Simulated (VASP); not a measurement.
Band structure of LiH (rock salt). These are vdW-DF-cx, VASP's PBE PAW potentials (set 64) (plane waves; VASP 6.6.1) values and carry that method's errors.

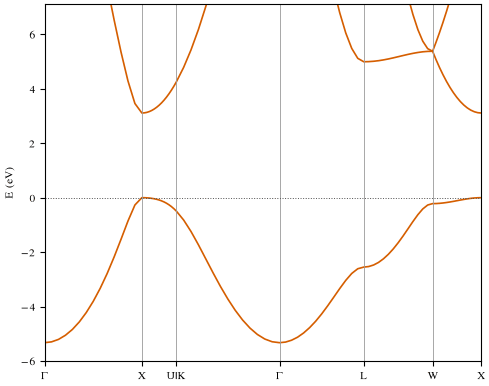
Figure: Bands along high-symmetry lines, zero at the valence-band maximum or, without a gap, the Fermi level

Question: Read the plot: is there a gap, and where are the band edges?

Answer: The gap is direct, 3.11 eV, from the valence maximum at X to the conduction minimum at X. (Edges off the drawn lines would not show.)

The compound is LiH in the rock salt structure. It was relaxed first.
